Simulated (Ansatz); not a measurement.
# InPH6 (SMILES [PH3+][InH3-]) at B3LYP/def2-SVP (core potential)

What is the electronic atomisation energy of InPH6 at B3LYP/def2-SVP (core potential)? 

Program for the calculation: Ansatz 0.2.0.

50 further runs of the same task are left out: 3 that didn't finish, 47 set aside as unsound or not needed.

## 1. Starting point

The species is InPH6 (8 atoms), meant as a singlet with charge 0. As SMILES, `[PH3+][InH3-]`. The shape is that of a PBE0-D4/def2-TZVP optimisation.

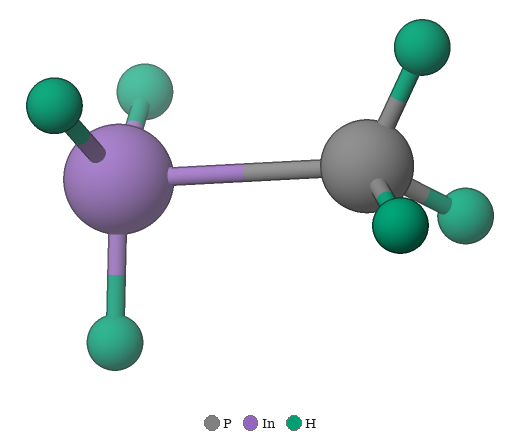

The structure, seen from a chosen angle (phosphorus grey, indium purple, hydrogen teal).

## 2. The energy at B3LYP/def2-SVP (core potential)

Input file job.yaml:

```yaml
crystal:
  periodic: [false, false, false]
  atoms:
    - {symbol: P, position_ang: [-0.593300, 0.062600, -1.026600]}
    - {symbol: In, position_ang: [0.822000, -0.099900, 1.362800]}
    - {symbol: H, position_ang: [-1.997500, -0.077200, -1.021800]}
    - {symbol: H, position_ang: [-0.318900, -0.855700, -2.062100]}
    - {symbol: H, position_ang: [-0.526800, 1.240500, -1.800800]}
    - {symbol: H, position_ang: [0.023300, 1.240800, 2.111900]}
    - {symbol: H, position_ang: [2.376100, 0.140700, 0.638900]}
    - {symbol: H, position_ang: [0.307400, -1.708800, 1.741800]}
basis:
  gaussian: {orbitals: def2-SVP}
magnetization: {spin_polarized: false, initial_magnetization: 0}
accuracy: high
hamiltonian: {xc: {name: B3LYP}}
total_charge: 0
output: {orbitals: {seedname: orbitals}}
```

Started as:

```bash
ansatz run job.yaml --threads 1 --pin off --max-ram 3480MiB --events-out events.jsonl --progress --plain --runs-dir runs
```

The program printed:

```text
Warning: RAYON_NUM_THREADS=1 ignored (pool sized by the plan → 1); use --threads N
Functional definition: B3LYP
  name "B3LYP"
  parameter a0 = 0.2
  parameter ax = 0.72
  parameter ac = 0.81
  exchange = (1 - a0 - ax)*slater_x + ax*b88_x + a0*exact_x
  correlation = (1 - ac)*vwn_rpa_c + ac*lyp_c
1767 factors; integrals over basis functions are off by at most 4.0e-9 eV
mean field evaluation 1: about -14557.8743 eV, gradient 1.4e1 eV
mean field evaluation 2: about -14558.4558 eV, gradient 6.9e0 eV
mean field evaluation 4: about -14558.6038 eV, gradient 1.2e-1 eV
mean field evaluation 8: about -14558.6780 eV, gradient 3.0e-2 eV
mean field evaluation 16: about -14558.6780 eV, gradient 5.0e-7 eV
mean field -14558.67796839 eV, -535.0215471118 hartree, gradient 1.9e-8 eV, S^2 0.000000; 0 other end points of the search recorded, 0 dependent functions left out
reference -14558.67801291 eV, -535.0215487482 hartree; 21, 21 occupied and 53, 53 virtual orbitals, 1767 factors
Total energy: -14558.67801291 eV, -535.0215487482 hartree
```

It took 6 s on 1 thread of Intel Xeon Platinum 8488C (Sapphire Rapids), shared host; peak memory 0.26 GiB.

## 3. The H atom

Input file in.yaml:

```yaml
crystal:
  periodic: [false, false, false]
  atoms:
    - symbol: H
      position_ang: [0.000000, 0.000000, 0.000000]
basis:
  gaussian: {orbitals: def2-SVP}
magnetization: {spin_polarized: true, initial_magnetization: 1}
hamiltonian: {xc: {name: B3LYP}}
accuracy: high
```

Started as:

```bash
ansatz run in.yaml --threads 1 --pin off --max-ram 3480MiB --events-out events.jsonl --progress --plain --runs-dir runs
```

The program printed:

```text
Warning: RAYON_NUM_THREADS=1 ignored (pool sized by the plan → 1); use --threads N
Functional definition: B3LYP
  name "B3LYP"
  parameter a0 = 0.2
  parameter ax = 0.72
  parameter ac = 0.81
  exchange = (1 - a0 - ax)*slater_x + ax*b88_x + a0*exact_x
  correlation = (1 - ac)*vwn_rpa_c + ac*lyp_c
15 factors; integrals over basis functions are off by at most 8.9e-10 eV
mean field evaluation 1: about -13.6398 eV, gradient 1.5e-1 eV
mean field evaluation 2: about -13.6397 eV, gradient 1.5e-1 eV
mean field evaluation 4: about -13.6399 eV, gradient 3.7e-3 eV
mean field evaluation 8: about -13.6399 eV, gradient 1.1e-9 eV
mean field -13.63992910 eV, -0.5012581489 hartree, gradient 1.1e-9 eV, S^2 0.750000; 0 other end points of the search recorded, 0 dependent functions left out
reference -13.63994824 eV, -0.5012588523 hartree; 1, 0 occupied and 4, 5 virtual orbitals, 15 factors
Total energy: -13.63994824 eV, -0.5012588523 hartree
```

Run time: 0.14 s. Hardware: 1 thread of Intel Xeon Platinum 8488C (Sapphire Rapids), shared host.

## 4. The In atom

Input file molecule.yaml:

```yaml
crystal:
  periodic: [false, false, false]
  atoms:
    - symbol: In
      position_ang: [0.000000, 0.000000, 0.000000]
basis:
  gaussian: {orbitals: def2-SVP}
magnetization: {spin_polarized: true, initial_magnetization: 1}
accuracy: high
hamiltonian: {xc: {name: B3LYP}}
```

Started as:

```bash
ansatz run molecule.yaml --threads 1 --pin off --max-ram 3480MiB --events-out events.jsonl --progress --plain --runs-dir runs
```

The program printed:

```text
Warning: RAYON_NUM_THREADS=1 ignored (pool sized by the plan → 1); use --threads N
Functional definition: B3LYP
  name "B3LYP"
  parameter a0 = 0.2
  parameter ax = 0.72
  parameter ac = 0.81
  exchange = (1 - a0 - ax)*slater_x + ax*b88_x + a0*exact_x
  correlation = (1 - ac)*vwn_rpa_c + ac*lyp_c
230 factors; integrals over basis functions are off by at most 1.2e-9 eV
mean field evaluation 1: about -5175.0857 eV, gradient 1.7e0 eV
mean field evaluation 2: about -5175.1065 eV, gradient 3.2e-1 eV
mean field evaluation 4: about -5175.1066 eV, gradient 3.3e-1 eV
mean field evaluation 8: about -5175.1071 eV, gradient 1.1e-3 eV
mean field evaluation 16: about -5175.0626 eV, gradient 1.9e0 eV
mean field evaluation 32: about -5175.1071 eV, gradient 8.0e-4 eV
mean field -5175.10707560 eV, -190.1816772149 hartree, gradient 2.7e-8 eV, S^2 0.751572; 1 other end points of the search recorded, 0 dependent functions left out
reference -5175.10709754 eV, -190.1816780210 hartree; 11, 10 occupied and 15, 16 virtual orbitals, 230 factors
Total energy: -5175.10709754 eV, -190.1816780210 hartree
```

Run time: 2 s. Hardware: 1 thread of Intel Xeon Platinum 8488C (Sapphire Rapids), shared host; peak memory 0.12 GiB.

## 5. The P atom

Input file run.yaml:

```yaml
crystal:
  periodic: [false, false, false]
  atoms:
    - {symbol: P, position_ang: [0.000000, 0.000000, 0.000000]}
basis:
  gaussian:
    orbitals: def2-SVP
magnetization:
  spin_polarized: true
  initial_magnetization: 3
hamiltonian:
  xc: {name: B3LYP}
accuracy: high
```

Run the same way, it converges to -341.16598 Eh (log not shown).

## 6. What came out

Level: B3LYP/def2-SVP (core potential).

```
                     quantity          value
       molecule: total energy  -535.02155 Eh
        molecule: HOMO energy       -7.30 eV
        molecule: LUMO energy       -0.49 eV
      molecule: HOMO–LUMO gap        6.81 eV
         H atom: total energy    -0.50126 Eh
                 H atom: ⟨S²⟩          0.750
        In atom: total energy  -190.18168 Eh
                In atom: ⟨S²⟩          0.752
         P atom: total energy  -341.16598 Eh
                 P atom: ⟨S²⟩          3.750
electronic atomisation energy      18.132 eV
```

Taking the molecule apart into free atoms costs 18.13 eV (1749 kJ/mol), before zero-point energy and without spin-orbit coupling.
